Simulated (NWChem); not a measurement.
# C3H3 (cyclopropenyl radical): levels of theory compared

Wanted: a comparison of 6 runs (UHF/3-21G, UB3LYP/6-31G*, UB3LYP/def2-SVPD, UM06-2X/def2-SVPD, UPBE/def2-SVPD) of C3H3 (cyclopropenyl radical). 

The calculation is run with NWChem 7.3.0.

4 further runs of the same task are left out: 3 that didn't finish, 1 set aside as unsound or not needed.

## 1. Starting point

The species is C3H3 (6 atoms), meant as a doublet with charge 0. As SMILES, `[CH]1C=C1`. The C1–H4 distance was set to 1.962 Å, away from the relaxed value. At this shape a bond of the SMILES string is far longer than usual.

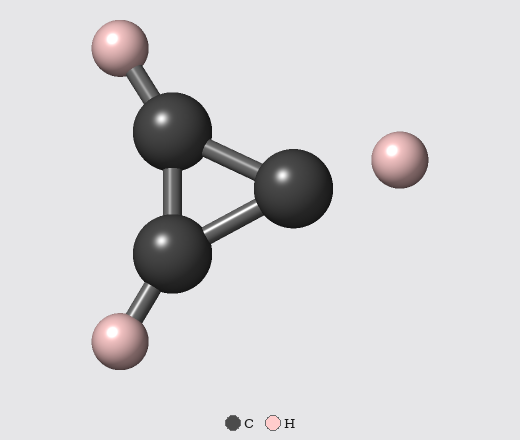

Viewed from a chosen angle; carbon dark grey, hydrogen pink.

## 2. A single-point energy at UHF/3-21G (run 1)

Contents of run.py:

```python
from ase import Atoms
from ase.calculators.nwchem import NWChem

mol = Atoms(['C', 'C', 'C', 'H', 'H', 'H'], positions=[
    [0.136888, -0.760216, -0.181034],
    [1.378948, -0.012066, -0.241074],
    [0.963928, -0.369376, 0.945646],
    [-1.684210, -0.200530, -0.649440],
    [2.124818, 0.478924, -0.843674],
    [1.126608, -0.380526, 2.010496],
])

calc = NWChem(
    label='mymol',
    theory='scf',
    memory='2200 mb',
    basis='3-21G',
    basispar='spherical bse',
    scf={'nopen': '1', 'uhf': None, 'thresh': '1e-08', 'maxiter': '80', 'print': 'low'},
    task='energy',
)
mol.calc = calc

print(f"energy = {mol.get_potential_energy():.6f} eV")
```

Command:

```
$ export ASE_NWCHEM_COMMAND="nwchem PREFIX.nwi > PREFIX.nwo"
$ python run.py
```

Standard output:

```text
energy = -3114.081833 eV
```

The calculator wrote mymol.nwi:

```
title "mymol"

permanent_dir mymol

scratch_dir mymol

start mymol

geometry units angstrom nocenter noautosym noautoz
  C  1.3688800000000001e-01 -7.6021600000000000e-01 -1.8103400000000000e-01
  C  1.3789480000000001e+00 -1.2066000000000000e-02 -2.4107400000000001e-01
  C  9.6392800000000001e-01 -3.6937599999999998e-01 9.4564599999999999e-01
  H  -1.6842100000000000e+00 -2.0053000000000001e-01 -6.4944000000000002e-01
  H  2.1248179999999999e+00 4.7892400000000002e-01 -8.4367400000000004e-01
  H  1.1266080000000001e+00 -3.8052599999999998e-01 2.0104959999999998e+00
end

memory 2200 mb

basis spherical bse noprint
   * library 3-21G
end

scf
  nopen 1
  uhf
  thresh 1e-08
  maxiter 80
  print low
end

task scf energy
```

mymol.nwo:

```text
Northwest Computational Chemistry Package (NWChem) 7.3.0
             --------------------------------------------------------

           Job information
           ---------------

    nwchem branch   = 7.3.0
    use scalapack   = T
    input           = mymol.nwi
    prefix          = mymol.
    data base       = mymol/mymol.db
    status          = startup
    nproc           =        1

           Memory information
           ------------------

[... 5 lines left out ...]
    hardfail = no
[... 38 lines left out ...]
            Nuclear Dipole moment (a.u.)
[... 63 lines left out ...]
 Forming initial guess at       0.0s

 Starting SCF solution at       0.0s

       Final UHF  results
       ------------------

         Total SCF energy =   -114.440397506353
      One electron energy =   -263.856992649285
      Two electron energy =     93.206394325884
 Nuclear repulsion energy =     56.210200817047

                       Sz =      0.5000
                 Sz(Sz+1) =      0.7500
                      S^2 =      0.8983

        Time for solution =      0.6s

 Task  times  cpu:        0.6s     wall:        0.6s
 Total times  cpu:        0.6s     wall:        0.6s
```

It took 1.6 s on 1 thread of Intel Xeon 6975P-C (Granite Rapids), shared host; peak memory 0.096 GiB.

## 3. A single-point energy at UB3LYP/6-31G(d) (Cartesian functions) (run 2)

Contents of c3h3.xyz:

```xyz
6
C3H3
C      0.136888    -0.760216    -0.181034
C      1.378948    -0.012066    -0.241074
C      0.963928    -0.369376     0.945646
H     -1.684210    -0.200530    -0.649440
H      2.124818     0.478924    -0.843674
H      1.126608    -0.380526     2.010496
```

Contents of c3h3.nw:

```
start c3h3
title "C3H3"
memory 2200 mb
geometry noautosym nocenter noautoz
  load c3h3.xyz
end
basis "ao basis"
  * library 6-31G*
end
dft
  xc b3lyp
  mult 2
  grid xfine
  convergence energy 1e-08
  iterations 100
  mulliken
  print low
end
task dft energy
```

Command:

```
$ nwchem c3h3.nw > c3h3.out
```

Standard output:

```text
[...]
 d= 0,ls=0.0,diis     1   -115.8160139789 -1.72D+02  6.68D-03  8.79D-02     1.5
[...]
 d= 0,ls=0.0,diis    12   -115.8646246665 -8.02D-10  3.26D-07  8.23D-11    17.4
[...]
         Total DFT energy =     -115.864624666542
      One electron energy =     -265.390619056925
           Coulomb energy =      110.506360391200
    Exchange-Corr. energy =      -17.190566817864
 Nuclear repulsion energy =       56.210200817047
[...]
      Total Density - Mulliken Population Analysis
     ---------------------------------------------
    Atom       Charge   Shell Charges
 -----------   ------   -------------------------------------------------------
    1 C    6     6.07   1.99  0.77  1.69  0.96  0.67 -0.01
    2 C    6     6.09   1.99  0.72  2.05  0.58  0.73  0.02
    3 C    6     6.09   1.99  0.72  2.05  0.58  0.73  0.02
    4 H    1     1.08   0.37  0.71
    5 H    1     0.83   0.52  0.31
    6 H    1     0.83   0.52  0.31
[...]
      <S2> =      0.7913 (Exact =     0.7500)
[...]
```

Wall time 18 s (1 thread of Intel Xeon 6975P-C (Granite Rapids), shared host); peak memory 0.12 GiB.

## 4. The energy at UB3LYP/6-31G(d) (spherical functions) (run 3)

Contents of nw.nw:

```
start nw
memory total 2200 mb

geometry units angstroms noautosym nocenter noautoz
  C        0.136888      -0.760216      -0.181034
  C        1.378948      -0.012066      -0.241074
  C        0.963928      -0.369376       0.945646
  H       -1.684210      -0.200530      -0.649440
  H        2.124818       0.478924      -0.843674
  H        1.126608      -0.380526       2.010496
end

basis spherical bse
  C library 6-31G*
  H library 6-31G*
end

dft
  xc b3lyp
  mult 2
  grid xfine
  convergence energy 1e-08
  iterations 100
  mulliken
end

task dft energy
```

Command:

```
$ nwchem nw.nw > nw.out
```

Standard output:

```text
[...]
          Wavefunction type:  spin polarized.
          No. of atoms     :     6
          No. of electrons :    21
[...]
          Charge           :     0
          Spin multiplicity:     2
[...]
          AO basis - number of functions:    48
[...]
              XC Information
              --------------
                         B3LYP Method XC Potential
                     Hartree-Fock (Exact) Exchange  0.200
                        Slater Exchange Functional  0.800 local
                    Becke 1988 Exchange Functional  0.720 non-local
              Lee-Yang-Parr Correlation Functional  0.810
                  VWN I RPA Correlation Functional  0.190 local
[...]
 d= 0,ls=0.0,diis     1   -115.8147571223 -1.72D+02  6.95D-03  6.57D-02     1.4
[...]
 d= 0,ls=0.0,diis    12   -115.8618269308 -1.07D-09  3.56D-07  9.97D-11    15.9
[...]
         Total DFT energy =     -115.861826930792
      One electron energy =     -265.404960271903
           Coulomb energy =      110.547472060601
    Exchange-Corr. energy =      -17.214539536538
 Nuclear repulsion energy =       56.210200817047
[...]
      Total Density - Mulliken Population Analysis
     ---------------------------------------------
    Atom       Charge   Shell Charges
 -----------   ------   -------------------------------------------------------
    1 C    6     6.06   2.00  0.73  1.69  0.93  0.68  0.05
    2 C    6     6.09   2.00  0.70  2.05  0.57  0.73  0.05
    3 C    6     6.09   2.00  0.70  2.05  0.57  0.73  0.05
    4 H    1     1.09   0.37  0.71
    5 H    1     0.83   0.52  0.31
    6 H    1     0.83   0.52  0.31
[...]
      <S2> =      0.7916 (Exact =     0.7500)
[...]
```

Wall time 17 s (1 thread of Intel Xeon 6975P-C (Granite Rapids), shared host); peak memory 0.12 GiB.

Runs 4 to 5 aren't shown in full; the table further down has their settings and results.

## 5. The energy at UPBE/def2-SVPD (run 6)

Contents of run.py:

```python
from ase import Atoms
from ase.calculators.nwchem import NWChem

system = Atoms(['C', 'C', 'C', 'H', 'H', 'H'], positions=[
    [0.136888, -0.760216, -0.181034],
    [1.378948, -0.012066, -0.241074],
    [0.963928, -0.369376, 0.945646],
    [-1.684210, -0.200530, -0.649440],
    [2.124818, 0.478924, -0.843674],
    [1.126608, -0.380526, 2.010496],
])

calc = NWChem(
    label='geom',
    theory='dft',
    memory='2200 mb',
    basis='def2-SVPD',
    basispar='spherical bse',
    dft={'xc': 'xpbe96 cpbe96', 'mult': '2', 'grid': 'xfine', 'convergence': 'energy 1e-08', 'iterations': '100', 'mulliken': None},
    task='energy',
)
system.calc = calc

print("Total energy (eV):", round(system.get_potential_energy(), 6))
```

Command:

```
$ export ASE_NWCHEM_COMMAND="nwchem PREFIX.nwi > PREFIX.nwo"
$ python run.py
```

Standard output:

```text
Total energy (eV): -3146.527443
```

The calculator wrote geom.nwi:

```
title "geom"

permanent_dir geom

scratch_dir geom

start geom

geometry units angstrom nocenter noautosym noautoz
  C  1.3688800000000001e-01 -7.6021600000000000e-01 -1.8103400000000000e-01
  C  1.3789480000000001e+00 -1.2066000000000000e-02 -2.4107400000000001e-01
  C  9.6392800000000001e-01 -3.6937599999999998e-01 9.4564599999999999e-01
  H  -1.6842100000000000e+00 -2.0053000000000001e-01 -6.4944000000000002e-01
  H  2.1248179999999999e+00 4.7892400000000002e-01 -8.4367400000000004e-01
  H  1.1266080000000001e+00 -3.8052599999999998e-01 2.0104959999999998e+00
end

memory 2200 mb

basis spherical bse noprint
   * library def2-SVPD
end

dft
  xc xpbe96 cpbe96
  mult 2
  grid xfine
  convergence energy 1e-08
  iterations 100
  mulliken
end

task dft energy
```

geom.nwo:

```text
Northwest Computational Chemistry Package (NWChem) 7.3.0
             --------------------------------------------------------

           Job information
           ---------------

    nwchem branch   = 7.3.0
    use scalapack   = T
    input           = geom.nwi
    prefix          = geom.
    data base       = geom/geom.db
    status          = startup
    nproc           =        1

           Memory information
           ------------------

[... 5 lines left out ...]
    hardfail = no
[... 38 lines left out ...]
            Nuclear Dipole moment (a.u.)
[... 81 lines left out ...]
          Convergence on density requested:  1.00D-05
[... 23 lines left out ...]
          Convergence aids based upon iterative change in
[... 29 lines left out ...]
 2-e energy   =      91.225927
[... 56 lines left out ...]
           Coulomb energy =      110.255848953981
[... 602 lines left out ...]
                     DFT Final Beta Molecular Orbital Analysis
[... 700 lines left out ...]
     Multipole analysis of the density
     ---------------------------------

     L   x y z        total         alpha         beta         nuclear
     -   - - -        -----         -----         ----         -------
     0   0 0 0     -0.000000    -11.000000    -10.000000     21.000000

     1   1 0 0      1.146411    -14.065789    -15.865855     31.078056
[... 8 lines of this table left out ...]
     2   0 0 2    -12.361844    -27.053284    -24.899058     39.590499

 Task  times  cpu:       34.1s     wall:       34.1s
 Total times  cpu:       34.1s     wall:       34.1s
```

Run time: 35 s. Hardware: 1 thread of Intel Xeon 6975P-C (Granite Rapids), shared host; peak memory 0.13 GiB.

## 6. All runs side by side

| run | level | Cartesian functions | iteration cap | energy (Eh) | ⟨S²⟩ | wall time |
| --- | --- | --- | --- | --- | --- | --- |
| 1 | UHF/3-21G | no | 80 | -114.440398 | 0.898 | 1.6 s |
| 2 | UB3LYP/6-31G* (Cartesian functions) | yes | 100 | -115.864625 | 0.791 | 18 s |
| 3 | UB3LYP/6-31G* (spherical functions) | no | 100 | -115.861827 | 0.792 | 17 s |
| 4 | UB3LYP/def2-SVPD | no | 100 | -115.787979 | 0.790 | 32 s |
| 5 | UM06-2X/def2-SVPD | no | 100 | -115.725249 | 0.782 | 50 s |
| 6 | UPBE/def2-SVPD | no | 100 | -115.632752 | 0.780 | 35 s |

## 7. What came out

```
                                 quantity          value
                      run 6: total energy  -115.63275 Eh
                     run 6: dipole moment         3.41 D
run 6: HOMO energy (highest over α and β)       -4.57 eV
 run 6: LUMO energy (lowest over α and β)       -2.64 eV
                              run 6: ⟨S²⟩          0.780
```

Over runs 3, 4, 5, 6 the dipole moment (its size) runs from 3.41 D (UPBE/def2-SVPD) to 3.58 D (UM06-2X/def2-SVPD). Totals of different functionals can't be ranked against each other. Spin contamination of the reference: run 1 ⟨S²⟩ = 0.90. All runs together took 2.6 min, the longest 50 s.
